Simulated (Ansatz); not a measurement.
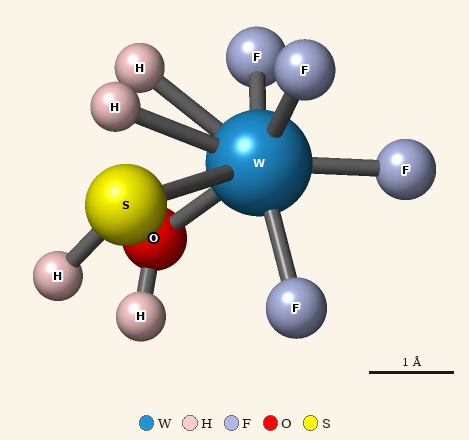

The structure as given in the input (ball-and-stick view, seen at a tilt). Sticks mark near contacts.

Frequency calculation of WH$_{4}$SOF$_{4}$

The run: frequency calculation of WH$_{4}$SOF$_{4}$. Method and program: RKS BHLYP/def2-SVP (Ansatz 0.2.0).

It belongs to a series of runs on one base structure; here: vibrations at the highest image of the band.

The input:
```yaml
crystal:
  periodic: [false, false, false]
  atoms:
    - { symbol: W, position_ang: [0.114475, 0.159029, -0.079352] }
    - { symbol: H, position_ang: [-0.515017, 0.574152, 1.596391] }
    - { symbol: F, position_ang: [1.764814, -0.170449, -0.906199] }
    - { symbol: F, position_ang: [-0.197054, 1.977736, -0.244234] }
    - { symbol: F, position_ang: [-1.65667, -0.388022, 0.168198] }
    - { symbol: O, position_ang: [0.542727, -1.407186, 0.843669] }
    - { symbol: H, position_ang: [1.411609, -1.808021, 0.776195] }
    - { symbol: F, position_ang: [-0.426438, -0.040172, -1.836903] }
    - { symbol: S, position_ang: [1.894876, 1.370992, 1.477974] }
    - { symbol: H, position_ang: [2.420968, 0.262011, 2.018281] }
    - { symbol: H, position_ang: [0.32521, 0.938931, 1.813982] }
basis:
  gaussian: { orbitals: def2-SVP }
hamiltonian:
  xc: { name: BHLYP }
phonons: {}
```

Launched with:
```bash
ansatz run input.yaml --threads 4 --pin off --max-ram 5120MiB --backend cpu --events-out ev --progress --plain --runs-dir out
```

Output:
```
Engine: ansatz 0.2.0, aarch64-unknown-linux-gnu
Functional definition: BHLYP
  parameter a = 0.5
  exchange = (1 - a)*b88_x + a*exact_x
  correlation = lyp_c
1449 factors; integrals over basis functions are off by at most 3.9e-4 eV
mean field evaluation 1: about -25608.3447 eV, gradient 8.5e1 eV
mean field evaluation 2: about -25554.4051 eV, gradient 2.0e2 eV
mean field evaluation 4: about -25621.3289 eV, gradient 8.3e0 eV
mean field evaluation 8: about -25621.6985 eV, gradient 1.1e0 eV
mean field evaluation 16: about -25621.7011 eV, gradient 8.6e-4 eV
mean field -25621.70109236 eV, -941.5801481316 hartree, gradient 1.9e-5 eV, S^2 0.000000; 0 other end points of the search recorded, 0 dependent functions left out
the calculation of the forces begins
reference -25621.70131105 eV, -941.5801561680 hartree; 39, 39 occupied and 101, 101 virtual orbitals, 1449 factors
these checks for a lower state are left out or cut short: stability, starts, cluster_reference, orbital_swaps, neighbouring_geometries, increment
1449 factors; integrals over basis functions are off by at most 3.9e-4 eV
mean field -25621.70086370 eV, -941.5801397283 hartree, gradient 8.9e-7 eV, S^2 0.000000; 0 other end points of the search recorded, 0 dependent functions left out
[... from here on the field's lines of each further geometry are left out, up to the last ...]
the calculation of the forces begins
reference -25621.70130587 eV, -941.5801559780 hartree; 39, 39 occupied and 101, 101 virtual orbitals, 1449 factors
these checks for a lower state are left out or cut short: stability, starts, cluster_reference, orbital_swaps, neighbouring_geometries, increment
1449 factors; integrals over basis functions are off by at most 3.9e-4 eV
mean field evaluation 480: about -25621.7010 eV, gradient 5.1e-1 eV
mean field -25621.70105674 eV, -941.5801468224 hartree, gradient 1.5e-6 eV, S^2 0.000000; 0 other end points of the search recorded, 0 dependent functions left out
the calculation of the forces begins
reference -25621.70127542 eV, -941.5801548588 hartree; 39, 39 occupied and 101, 101 virtual orbitals, 1449 factors
WARN: phonons: modes at or below zero, which the zero-point energy, F, S and C_V leave out: 1, the lowest at -702.03 cm⁻¹. A minimum has none, and a first-order saddle one
Total energy: -25621.70131105 eV, -941.5801561680 hartree
Atom 0 at     0.114475     0.159029    -0.079352 Å, force    -0.012837    -0.003596    -0.013613 eV/Å
Atom 1 at    -0.515017     0.574152     1.596391 Å, force    -0.000075     0.006458     0.006811 eV/Å
Atom 2 at     1.764814    -0.170449    -0.906199 Å, force     0.000821     0.005801     0.000222 eV/Å
Atom 3 at    -0.197054     1.977736    -0.244234 Å, force     0.003892     0.006251    -0.008047 eV/Å
Atom 4 at    -1.656670    -0.388022     0.168198 Å, force     0.005160    -0.003628    -0.000231 eV/Å
Atom 5 at     0.542727    -1.407186     0.843669 Å, force     0.025197     0.002114    -0.012663 eV/Å
Atom 6 at     1.411609    -1.808021     0.776195 Å, force    -0.016131    -0.003951     0.013177 eV/Å
Atom 7 at    -0.426438    -0.040172    -1.836903 Å, force    -0.006821     0.000313     0.000087 eV/Å
Atom 8 at     1.894876     1.370992     1.477974 Å, force    -0.019891    -0.014964     0.001542 eV/Å
Atom 9 at     2.420968     0.262011     2.018281 Å, force     0.001888     0.003947     0.006587 eV/Å
Atom 10 at     0.325210     0.938931     1.813982 Å, force     0.018796     0.001255     0.006128 eV/Å
Dipole moment:     0.502643    -0.271407     0.674242 e Å
Vibrations: -702.03 75.90 130.00 185.03 217.96 242.42 270.71 286.80 312.43 325.81 332.24 398.55 506.98 628.42 664.49 686.32 701.47 717.99 737.00 762.28 806.42 1161.13 1221.94 1673.62 2118.96 2786.55 3967.26 cm⁻¹, zero-point energy 1.358784 eV
```

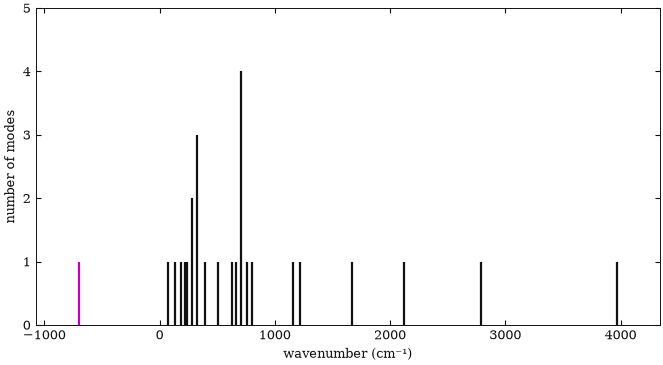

Harmonic vibrational wavenumbers from the force constants; neighbouring modes closer than 21 cm⁻¹ are counted in one stick, and imaginary ones are drawn at negative wavenumbers. 27 modes from 702i to 3967 cm⁻¹, 1 imaginary beyond 8i (702i cm⁻¹): a first-order saddle point, if the geometry is stationary.

Results in brief:

| quantity | value |
| --- | --- |
| outcome | converged |
| total energy | −25621.7013 eV |
| mean-field energy | −25621.7013 eV |
| largest force (length of the vector) | 0.028 eV/Å |
| hardware | 4 threads of Arm Neoverse V1, 24 GiB of memory available, shared host |
| wall time | 2.7 min (CPU time 10 min) |
| peak memory | 0.44 GiB |
